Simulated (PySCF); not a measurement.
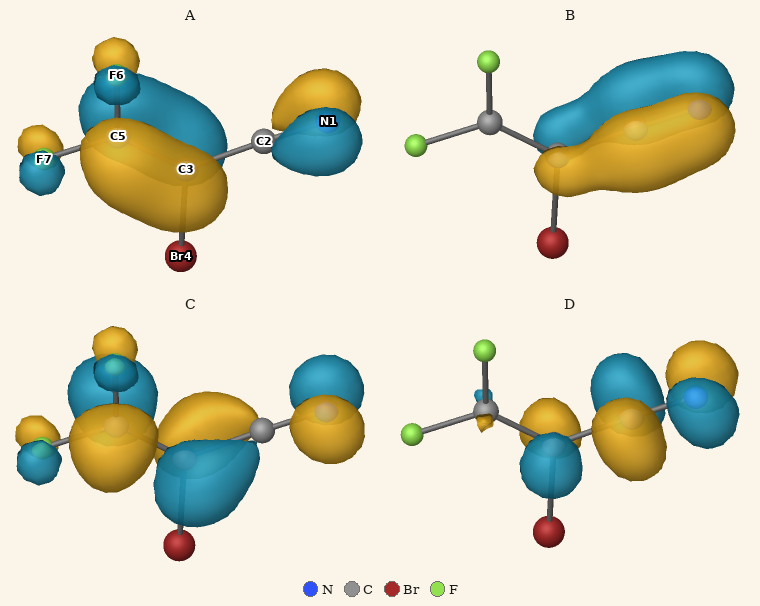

C$_{3}$BrF$_{2}$N, SMILES `N#CC(Br)=C(F)F`. Natural orbitals of the π active space, CASSCF(4,4), triplet state at the geometry of the singlet, in random order. The active space holds only one of the two perpendicular π systems.

Computed with PySCF, def2-SVP basis, geometry: GFN2-xTB. No frequency check shows the geometry to be a minimum. GFN2-xTB bond lengths at metals and heavier atoms can be off by up to 0.1 Å and shapes distorted, which carries into these values.

Input

```python
import numpy as np
from pyscf import gto, scf, dft, mcscf, mrpt
from pyscf.mcscf import avas

def solve(mol, dm0=None, hcore=None):
    mf = scf.ROHF(mol) if mol.spin else scf.RHF(mol)
    mf = mf.density_fit(auxbasis='def2-universal-jkfit')
    mf.conv_tol, mf.max_cycle = 1e-8, 80
    if hcore is not None:
        mf.get_hcore = lambda *args: hcore
    mf.kernel(dm0)
    if not mf.converged:
        mf = mf.newton().run(mf.mo_coeff, mf.mo_occ, max_cycle=30)
    assert mf.converged, 'SCF not converged'
    return mf

mol = gto.M(atom='''
N     -0.87315     2.79057     0.00000
C     -0.65781     1.66719     0.00000
C     -0.34447     0.29197     0.00000
Br     1.49719    -0.17049     0.00000
C     -1.28127    -0.66119     0.00000
F     -2.57638    -0.41963     0.00000
F     -1.04453    -1.95311     0.00000
''', basis='def2-svp', charge=0, spin=0, verbose=4)
mf = solve(mol)
ncas, nel, orbs = avas.avas(mf, ['C 2pz', 'N 2pz'], threshold=0.5, openshell_option=3)
print('active space', nel, ncas)
assert 2 <= ncas <= 10, 'active space too large or empty'
mc = mcscf.CASSCF(mf, ncas, nel)
mc.natorb, mc.max_cycle_macro = True, 60
mc.fix_spin_(ss=mol.spin / 2 * (mol.spin / 2 + 1))
mc.kernel(orbs)
occ = mc.mo_occ[mc.ncore:mc.ncore + ncas]
print('natural occupations', occ.round(4))
e2 = mrpt.NEVPT(mc).kernel()
out = dict(c=mc.mo_coeff[:, mc.ncore:mc.ncore + ncas], occ=occ, e=mc.e_tot, e2=e2, ehf=mf.e_tot, ok=mc.converged, nel=nel, w0=abs(mc.ci).max() ** 2, dm=mc.make_rdm1())
# the other spin state at the same geometry
other = mol.copy().set(spin=2).build()
mo = scf.ROHF(other).density_fit(auxbasis='def2-universal-jkfit').run()
na = (nel + other.spin) // 2
m2 = mcscf.CASSCF(mo, ncas, (na, nel - na))
m2.natorb = True
m2.fix_spin_(ss=other.spin / 2 * (other.spin / 2 + 1))
m2.kernel(mc.mo_coeff)
e2o = mrpt.NEVPT(m2).kernel()
print('other state above this one / eV: CASSCF', (m2.e_tot - mc.e_tot) * 27.211386, 'NEVPT2', (m2.e_tot + e2o - mc.e_tot - e2) * 27.211386)
np.savez('result.npz', eo=m2.e_tot, e2o=e2o, oko=m2.converged, occo=m2.mo_occ[mc.ncore:mc.ncore + ncas], co=m2.mo_coeff[:, mc.ncore:mc.ncore + ncas], **out)
```

Command:

```sh
OMP_NUM_THREADS=1 python input.py
```

The run took 110 s on 1 thread of Arm Neoverse V1, with other jobs on the host, peak memory 0.37 GiB.

> Which orbitals are strongly, which singly and which weakly occupied?

Strongly: B (1.92). About singly: A (1.02), C (0.98). Weakly: D (0.08). Broadly, orbitals with more nodes between bonded atoms hold fewer electrons.

> Where does the lowest triplet lie relative to the singlet, at this geometry and within this active space?

4.29 eV above it by strongly contracted NEVPT2 (+4.23 eV by CASSCF); a small basis tends to put such gaps a few tenths of an eV too high. This is a vertical energy for π states alone; a state that uses lone pairs or σ orbitals may lie lower.
